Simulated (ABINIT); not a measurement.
**BN (Qingsongite): changed settings of a GW run in ABINIT**

Aim: change inputs of a GW run on BN (Qingsongite) and see what moves.

Program: ABINIT 10.8.3. Level of theory: PBE and many-body steps on it, plane waves. Results are calculated unless marked as measured.

## (1) Set-up

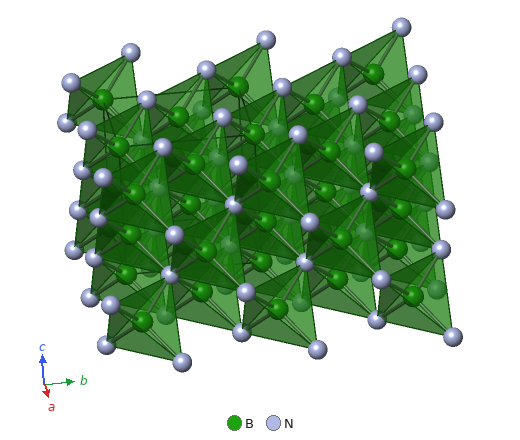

Start, viewed slightly off an axis; boron green, nitrogen light blue. 2×2×1 cells are drawn. This picture shows the conventional cell, with its axes. Some periodic images of atoms are drawn too.

The cell and positions come from the Crystallography Open Database and are kept as given unless a step says otherwise.

## (2) Screening, 8×8×8 mesh, 103 bands, screening to 304.8 eV

This step: ABINIT 10.8.3; RPA screening on PBE, plane waves, norm-conserving pseudopotentials.

The RPA dielectric matrix is built and inverted for each q.

Contents of run.abi:

```
acell 3*1.0 Angstrom
rprim 
  -0.000000000000 1.807500000000 1.807500000000
  1.807500000000 0.000000000000 1.807500000000
  1.807500000000 1.807500000000 -0.000000000000
ntypat 2
znucl 5 7
natom 2
typat 1 2
xred 
  0.000000000000 0.000000000000 0.000000000000
  0.250000000000 0.250000000000 0.250000000000
pp_dirpath "pseudos"
pseudos "B.upf, N.upf"
ecut 36
ngkpt 8 8 8
nshiftk 1
shiftk 0 0 0
kptopt 1
chksymbreak 0
istwfk *1
occopt 1
irdwfk 1
optdriver 3
nband 103
ecuteps 11.2
inclvkb 2
awtr 1
symchi 1
indata_prefix "in"
outdata_prefix "out"
tmpdata_prefix "tmp"
```

Launch:

```console
$ OMP_NUM_THREADS=1 mpirun -n 4 abinit run.abi > log
```

The log of the run:

```text
.Version 10.8.3 of ABINIT. v10.8.2 released Aug 2026.

 Symmetries : space group F-4 3 m (#216); Bravais cF (face-center cubic)
[... echo of the input left out ...]
== DATASET  1 ==================================================================
-   mpi_nproc: 4, omp_nthreads: 1 (-1 if OMP is not activated)

--- !DatasetInfo
iteration_state: {dtset: 1, }
dimensions: {natom: 2, nkpt: 29, mband: 103, nsppol: 1, nspinor: 1, nspden: 1, mpw: 869, }
cutoff_energies: {ecut:  36.0, pawecutdg:  -1.0, }
electrons: {nelect:   8.00000000E+00, charge:   0.00000000E+00, occopt:   1.00000000E+00, tsmear:   1.00000000E-02, }

 SCREENING: Calculation of the susceptibility and dielectric matrices

 Based on a program developped by R.W. Godby, V. Olevano, G. Onida, and L. Reining.
 Incorporated in ABINIT by V. Olevano, G.-M. Rignanese, and M. Torrent.
.Using double precision arithmetic ; gwpc =  8

[... cell and pseudopotentials left out ...]
--------------------------------------------------------------------------------

 ==== K-mesh for the wavefunctions ====
 Number of points in the irreducible wedge :    29
[... list of points left out ...]
 Together with 24 symmetry operations and time-reversal symmetry
 yields   512 points in the full Brillouin Zone.

 ==== Q-mesh for the screening function ====
 Number of points in the irreducible wedge :    29
[... list of points left out ...]
 Together with 24 symmetry operations and time-reversal symmetry
 yields   512 points in the full Brillouin Zone.

 setmesh: FFT mesh size selected  =    20x   20x   20
          total number of points  =         8000

 vcoul_init : cutoff-mode = AUXILIARY_FUNCTION
 q-points for optical limit:   1
     1)      0.000010    0.000020    0.000030

- screening: taking advantage of time-reversal symmetry
- Maximum band index for partially occupied states nbvw = 4
- Remaining bands to be divided among processors   nbcw = 99
- Number of bands treated by each node ~24

 Number of electrons calculated from density =    8.0000; Expected =    8.0000
 average of density, n =  0.100376
 r_s =    1.3348
 omega_plasma =   30.5612 [eV]

 calculating chi0 at frequencies [eV] :
  1    0.000000E+00    0.000000E+00
  2    0.000000E+00    3.056116E+01

--------------------------------------------------------------------------------
  q-point number  1        q = ( 0.000000, 0.000000, 0.000000) [r.l.u.]
--------------------------------------------------------------------------------
[... chi0 elements left out ...]
 For q-point:  0.000010 0.000020 0.000030
  dielectric constant =   4.3109
  dielectric constant without local fields =   4.6611

  Average fulfillment of the sum rule on Im[epsilon] for q-point    1 :     93.78  [%]
[... wings left out ...]
  q-point number  2        q = ( 0.125000, 0.000000, 0.000000) [r.l.u.]
--------------------------------------------------------------------------------
[... chi0 elements left out ...]
  Average fulfillment of the sum rule on Im[epsilon] for q-point    2 :     99.52  [%]

 [... 27 further q-points ...]
```

Wall time 83 s (4 MPI ranks of Arm Neoverse V1, shared host); peak memory 0.83 GiB.

This step gave:

```
ε∞ with local fields, on this mesh, along the program's q direction : 4.311
the same without local fields                                       : 4.661
plasma frequency                                                    : 30.56 eV
plane waves in the screening matrix                                 : 137
```

Local fields lower ε∞ by 8 %.

## (3) Base

The self-energy is evaluated for the states that the input lists, and the levels follow from it, in one-shot runs by the linearised quasiparticle equation.

This step: G0W0 on PBE, plane waves, norm-conserving pseudopotentials.

Changes to run.abi since step 2:

```diff
@@ -23,8 +23,17 @@
 irdwfk 1
-optdriver 3
+optdriver 4
 nband 103
+gwcalctyp 0
+ecutsigx 36
+symsigma 1
+nkptgw 2
+kptgw 
+  0.0000000000 0.0000000000 0.0000000000
+  0.5000000000 0.5000000000 0.0000000000
+bdgw 
+  2 7
+  3 6
 ecuteps 11.2
-inclvkb 2
-awtr 1
-symchi 1
+irdscr 1
+ppmodel 1
 indata_prefix "in"
```

The log of the run:

```text
.Version 10.8.3 of ABINIT. v10.8.2 released Aug 2026.

 Symmetries : space group F-4 3 m (#216); Bravais cF (face-center cubic)
[... echo of the input left out ...]
== DATASET  1 ==================================================================
-   mpi_nproc: 4, omp_nthreads: 1 (-1 if OMP is not activated)

--- !DatasetInfo
iteration_state: {dtset: 1, }
dimensions: {natom: 2, nkpt: 29, mband: 103, nsppol: 1, nspinor: 1, nspden: 1, mpw: 869, }
cutoff_energies: {ecut:  36.0, pawecutdg:  -1.0, }
electrons: {nelect:   8.00000000E+00, charge:   0.00000000E+00, occopt:   1.00000000E+00, tsmear:   1.00000000E-02, }

 SIGMA: Calculation of the GW corrections

 Based on a program developped by R.W. Godby, V. Olevano, G. Onida, and L. Reining.
 Incorporated in ABINIT by V. Olevano, G.-M. Rignanese, and M. Torrent.
.Using double precision arithmetic ; gwpc =  8

[... cell and pseudopotentials left out ...]
--------------------------------------------------------------------------------

 ==== K-mesh for the wavefunctions ====
 Number of points in the irreducible wedge :    29
[... list of points left out ...]
 Together with 24 symmetry operations and time-reversal symmetry
 yields   512 points in the full Brillouin Zone.

 ==== Q-mesh for screening function ====
 Number of points in the irreducible wedge :    29
[... list of points left out ...]
 Together with 24 symmetry operations and time-reversal symmetry
 yields   512 points in the full Brillouin Zone.

 vcoul_init : cutoff-mode = AUXILIARY_FUNCTION
 q-points for optical limit:   1
     1)      0.000010    0.000020    0.000030
 setmesh: FFT mesh size selected  =    25x   25x   25
          total number of points  =        15625

 Number of electrons calculated from density =    8.0000; Expected =    8.0000
 average of density, n =  0.100376
 r_s =    1.3348
 omega_plasma =   30.5612 [eV]

 === KS Band Gaps ===
  >>>> For spin  1
   Minimum direct gap =   8.8782 [eV], located at k-point      :   0.0000  0.0000  0.0000
   Fundamental gap    =   4.5349 [eV], Top of valence bands at :   0.0000  0.0000  0.0000
                                       Bottom of conduction at :   0.5000  0.5000  0.0000
 SIGMA fundamental parameters:
 PLASMON POLE MODEL  1
 number of plane-waves for SigmaX                  869
 number of plane-waves for SigmaC and W            137
 number of plane-waves for wavefunctions           869
 number of bands                                   103
 number of independent spin polarizations            1
 number of spinorial components                      1
 number of k-points in IBZ                          29
 number of q-points in IBZ                          29
 number of symmetry operations                      24
 number of k-points in BZ                          512
 number of q-points in BZ                          512
 number of frequencies for dSigma/dE                 9
 frequency step for dSigma/dE [eV]                0.25
 number of omega for Sigma on real axis              0
 max omega for Sigma on real axis  [eV]           0.00
 zcut for avoiding poles [eV]                     0.10

 EPSILON^-1 parameters (SCR file):
 dimension of the eps^-1 matrix on file            137
 dimension of the eps^-1 matrix used               137
 number of plane-waves for wavefunctions           869
 number of bands                                   103
 number of q-points in IBZ                          29
 number of frequencies                               2
 number of real frequencies                          1
 number of imag frequencies                          1

 matrix elements of self-energy operator (all in [eV])

 Perturbative Calculation

--- !SelfEnergy_ee
iteration_state: {dtset: 1, }
kpoint     : [   0.000,    0.000,    0.000, ]
spin       : 1
KS_gap     :    8.878
QP_gap     :   10.971
Delta_QP_KS:    2.093
data: !SigmaeeData |
     Band     E0 <VxcDFT>   SigX SigC(E0)      Z dSigC/dE  Sig(E)    E-E0       E
        2   8.220 -18.520 -22.080   2.384   0.827  -0.209 -19.492  -0.973   7.248
        3   8.220 -18.520 -22.080   2.384   0.827  -0.209 -19.492  -0.973   7.248
        4   8.220 -18.520 -22.080   2.384   0.827  -0.209 -19.492  -0.973   7.248
        5  17.099 -13.778  -7.152  -5.297   0.842  -0.187 -12.658   1.120  18.219
        6  17.099 -13.778  -7.152  -5.297   0.842  -0.187 -12.658   1.120  18.219
        7  17.099 -13.778  -7.152  -5.297   0.842  -0.187 -12.658   1.120  18.219

--- !SelfEnergy_ee
iteration_state: {dtset: 1, }
kpoint     : [   0.500,    0.500,    0.000, ]
spin       : 1
KS_gap     :    9.442
QP_gap     :   11.422
Delta_QP_KS:    1.980
data: !SigmaeeData |
     Band     E0 <VxcDFT>   SigX SigC(E0)      Z dSigC/dE  Sig(E)    E-E0       E
        3   3.313 -16.496 -21.657   3.411   0.815  -0.227 -17.923  -1.426   1.887
        4   3.313 -16.496 -21.657   3.411   0.815  -0.227 -17.923  -1.426   1.887
        5  12.755 -12.570  -7.394  -4.527   0.854  -0.171 -12.016   0.554  13.309
        6  17.562 -12.696  -6.779  -5.121   0.851  -0.176 -12.019   0.677  18.239

== END DATASET(S) ==============================================================
================================================================================

 -outvars: echo values of variables after computation  --------
           etotal      0.0000000000E+00
            nband         103
             nkpt          29
          spgroup         216
 [... the other variables as echoed above ...]

 Calculation completed.
```

Wall time 12 s (4 MPI ranks); peak memory 0.83 GiB; 47 s of CPU time.

Numbers from this step:

```
G0W0 gap on the points computed              : 6.061 eV
starting gap on the mesh                     : 4.535 eV
k of the valence top                         : 0, 0, 0
k of the conduction bottom                   : 0.5, 0.5, 0
Z at the valence top                         : 0.827
Z at the conduction bottom                   : 0.854
least direct G0W0 gap on the computed points : 10.97 eV
```

The gap on the mesh goes from 4.53 eV to 6.06 eV, a correction of +1.53 eV.

## (4) Coulomb singularity

Changes to run.abi since step 3:

```diff
@@ -38,2 +38,3 @@
 ppmodel 1
+gw_icutcoul 7
 indata_prefix "in"
```

The log of the run:

```text
.Version 10.8.3 of ABINIT. v10.8.2 released Aug 2026.

 Symmetries : space group F-4 3 m (#216); Bravais cF (face-center cubic)
[... echo of the input left out ...]
== DATASET  1 ==================================================================
-   mpi_nproc: 4, omp_nthreads: 1 (-1 if OMP is not activated)

--- !DatasetInfo
iteration_state: {dtset: 1, }
dimensions: {natom: 2, nkpt: 29, mband: 103, nsppol: 1, nspinor: 1, nspden: 1, mpw: 869, }
cutoff_energies: {ecut:  36.0, pawecutdg:  -1.0, }
electrons: {nelect:   8.00000000E+00, charge:   0.00000000E+00, occopt:   1.00000000E+00, tsmear:   1.00000000E-02, }

 SIGMA: Calculation of the GW corrections

 Based on a program developped by R.W. Godby, V. Olevano, G. Onida, and L. Reining.
 Incorporated in ABINIT by V. Olevano, G.-M. Rignanese, and M. Torrent.
.Using double precision arithmetic ; gwpc =  8

[... cell and pseudopotentials left out ...]
--------------------------------------------------------------------------------

 ==== K-mesh for the wavefunctions ====
 Number of points in the irreducible wedge :    29
[... list of points left out ...]
 Together with 24 symmetry operations and time-reversal symmetry
 yields   512 points in the full Brillouin Zone.

 ==== Q-mesh for screening function ====
 Number of points in the irreducible wedge :    29
[... list of points left out ...]
 Together with 24 symmetry operations and time-reversal symmetry
 yields   512 points in the full Brillouin Zone.

 vcoul_init : cutoff-mode = AUX_GB
 q-points for optical limit:   1
     1)      0.000010    0.000020    0.000030
 setmesh: FFT mesh size selected  =    25x   25x   25
          total number of points  =        15625

 Number of electrons calculated from density =    8.0000; Expected =    8.0000
[...]
number of omega for Sigma on real axis              0
 max omega for Sigma on real axis  [eV]           0.00
 zcut for avoiding poles [eV]                     0.10

 EPSILON^-1 parameters (SCR file):
 dimension of the eps^-1 matrix on file            137
 dimension of the eps^-1 matrix used               137
 number of plane-waves for wavefunctions           869
 number of bands                                   103
 number of q-points in IBZ                          29
 number of frequencies                               2
 number of real frequencies                          1
 number of imag frequencies                          1

 matrix elements of self-energy operator (all in [eV])

 Perturbative Calculation

--- !SelfEnergy_ee
iteration_state: {dtset: 1, }
kpoint     : [   0.000,    0.000,    0.000, ]
spin       : 1
KS_gap     :    8.878
QP_gap     :   10.969
Delta_QP_KS:    2.091
data: !SigmaeeData |
     Band     E0 <VxcDFT>   SigX SigC(E0)      Z dSigC/dE  Sig(E)    E-E0       E
        2   8.220 -18.520 -22.066   2.378   0.827  -0.209 -19.485  -0.966   7.255
        3   8.220 -18.520 -22.066   2.378   0.827  -0.209 -19.485  -0.966   7.255
        4   8.220 -18.520 -22.066   2.378   0.827  -0.209 -19.485  -0.966   7.255
[...]
--- !SelfEnergy_ee
iteration_state: {dtset: 1, }
kpoint     : [   0.500,    0.500,    0.000, ]
spin       : 1
KS_gap     :    9.442
QP_gap     :   11.420
Delta_QP_KS:    1.978
data: !SigmaeeData |
     Band     E0 <VxcDFT>   SigX SigC(E0)      Z dSigC/dE  Sig(E)    E-E0       E
[...]
5  12.755 -12.570  -7.394  -4.522   0.854  -0.171 -12.012   0.558  13.313
        6  17.562 -12.696  -6.779  -5.116   0.851  -0.176 -12.015   0.681  18.243

== END DATASET(S) ==============================================================
================================================================================

 -outvars: echo values of variables after computation  --------
           etotal      0.0000000000E+00
            nband         103
             nkpt          29
          spgroup         216
 [... the other variables as echoed above ...]

 Calculation completed.
```

Wall time 12 s (4 MPI ranks); peak memory 0.83 GiB; 48 s of CPU time.

This step gave:

| Item | Value |
| --- | --- |
| G0W0 gap on the points computed | 6.058 eV |
| starting gap on the mesh | 4.535 eV |
| k of the valence top | 0, 0, 0 |
| k of the conduction bottom | 0.5, 0.5, 0 |
| Z at the valence top | 0.827 |
| Z at the conduction bottom | 0.854 |
| least direct G0W0 gap on the computed points | 10.97 eV |

Against G0W0 in ABINIT (8×8×8 mesh, 103 bands, screening to 304.8 eV, Godby-Needs plasmon pole), the gap moves by −0.003 eV.

## (5) The runs together

Times are wall times on 4 MPI ranks of Arm Neoverse V1, shared host, good to a factor of about two. A run's time includes the screening step that it read.

```csv
run,mesh,bands,screening cutoff (eV),DFT gap (eV),gap on the mesh (eV),direct (eV),ε∞ used,time
base,8×8×8,103,304.8,4.535,6.061,10.971,4.31,95 s
Coulomb singularity,8×8×8,103,304.8,4.535,6.058,10.968,4.31,95 s
```

## (6) What came out

| Property | Result |
| --- | --- |
| base | 6.061 eV |
| Coulomb singularity | 6.058 eV |
| known limits | not at the basis limit |

What this shows: Coulomb singularity: −0.003 eV against base (keys changed: gw_icutcoul). Bands and cutoff are finite, so the gap is not at the basis limit. The miss can reach some tenths of an eV and take either sign; the mesh is an error of its own. In the G0W0 runs levels were corrected at 2 k points alone, so a gap called «on the mesh» is the least over those, and an edge elsewhere would be missed.

[Paths, hosts, dates, memory and timing lines, banners, echoed tables and standing remarks are left out of the program output.]

[Logs are printed without paths, hosts, clocks, repeated set-up lines and the standing remarks that a program may print on its own settings, such as how far it seeks lower states.]

[Runs of the session that timed out or met a known fault of the program may be left out.]

[Hosts, paths, dates, database ids (printed as entryN), source tags and the programs' standing remarks are cut or masked in the printed files.]

[G0W0 gaps are taken among the corrected bands and points alone; a level outside them can change the order at an edge.]

[Where Ansatz stands beside ABINIT at settings called matched, ABINIT's density can come from a denser mesh and the files from another edition; pairs whose starting gaps differed by over 0.03 eV were left out, so agreement reads better than it is.]
